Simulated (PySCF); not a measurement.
```xyz
11

C     1.2626   -0.3057   -0.2785
C     0.0689    0.6456   -0.0931
O    -0.1588    1.5168   -1.0326
C    -1.2240   -0.1721    0.2916
F    -2.2702    0.6137    0.5230
F    -1.0186   -0.8997    1.4017
F    -1.5529   -1.0250   -0.6774
H     1.4187   -0.9113    0.6095
H     1.0618   -0.9509   -1.1322
H     2.1554    0.2751   -0.4939
H     0.2624    1.2161    0.8558
```

Geometry: GFN2-xTB.

The calculation used UKS B3LYP, pcH-1 on C F H O, non-relativistic, mean-field spin-orbit, GIAO in PySCF 2.14.0, density-fitted response routines.

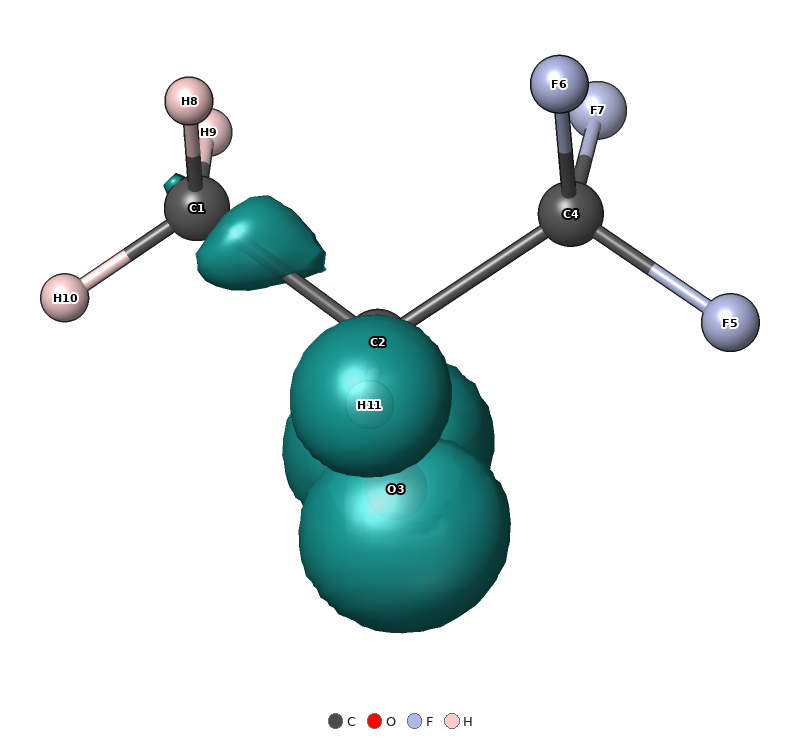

C₃H₄F₃O (doublet). Isosurfaces of the spin density (α minus β) at +0.05 (teal) and −0.05 e/Å³ (pink), seen at a tilt.

Q: Which atoms carry the spin?

A: The unpaired spin (1 electron) lies mostly on O3 (about 0.8), H11 (about 0.1) and C2 (about 0.1), in electrons by Hirshfeld's partition.
